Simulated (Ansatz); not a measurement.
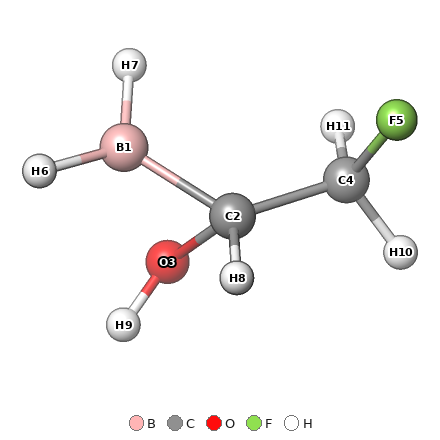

Two computed energy maps of C2H6BFO, SMILES BC(O)CF. The picture above is the structure of the first map.

Map 1

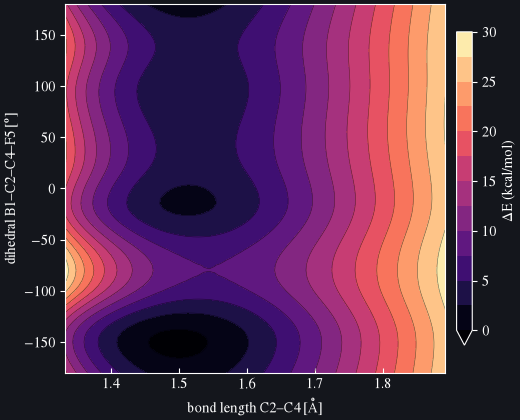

C2H6BFO, SMILES BC(O)CF. Coordinates scanned: (1) bond length C2–C4; (2) dihedral B1–C2–C4–F5. Nothing is relaxed (all other coordinates rigid). The scan uses a 9 × 9 grid. Points are written as (first, second). Energies: kcal/mol, counted from the lowest grid point. Level of theory: RKS PBE-D4/def2-SVP (Ansatz 0.2.0).

In the figure: filled contours. Between grid points the surface is interpolated.

Map 2

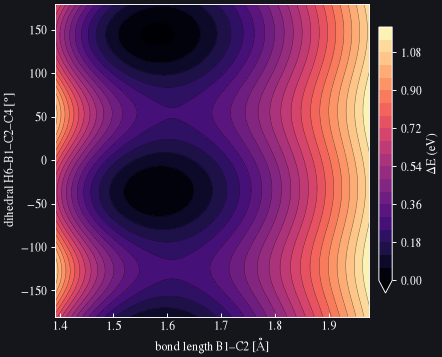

C₂H₆BFO, SMILES BC(O)CF. The first coordinate is: bond length B1–C2; the second: dihedral H6–B1–C2–C4. Nothing is relaxed (all other coordinates rigid). The grid has 15 × 15 points. Points are written as (first, second). Energies: eV, counted from the lowest grid point. This map comes from Ansatz 0.2.0, RHF/def2-SVP.

In the figure: filled contours. Between grid points the surface is interpolated.

Summarise the maps one by one.

Map 1: The lowest grid point is at (1.472 Å, −140°). The bottom of the well lies between grid points, at about (1.496 Å, −150°), about 0.7 kcal/mol lower on the interpolated surface. Higher local minima lie near (1.542 Å, −20°) (2.3 kcal/mol above the lowest at that grid point); (1.542 Å, 100°) (3.1 kcal/mol above the lowest at that grid point). The highest grid point, (1.892 Å, −60°), lies 28.3 kcal/mol above the lowest. On the interpolated surface the easiest way out of the lowest well to the well at about (1.51 Å, 95°) passes a barrier of about 4.5 kcal/mol, counted from the interpolated bottom of the well. Round the minimum the two coordinates are nearly uncoupled.
Map 2: The lowest grid point is at (1.600 Å, 156°). There is a further well near (1.600 Å, −36°) (0.011 eV above the lowest at that grid point). The highest grid point, (1.976 Å, 60°), lies 1.19 eV above the lowest. On the interpolated surface the easiest way out of the lowest well to the well at about (1.58 Å, −35°) passes a barrier of about 0.26 eV, counted from the interpolated bottom of the well. Round the minimum the two coordinates are nearly uncoupled.

Maps 1, 2 start from a relaxed reference structure. Do they show a way to lower its energy?

Yes. In map 1 the point (1.472 Å, −140°) lies 2.8 kcal/mol below the reference. Elsewhere the reference is the lowest point.

In which map is the way out of the lowest well easiest?

In map 1. The passes lie about 4.5 kcal/mol (map 1), 6.1 kcal/mol (map 2) above their wells.
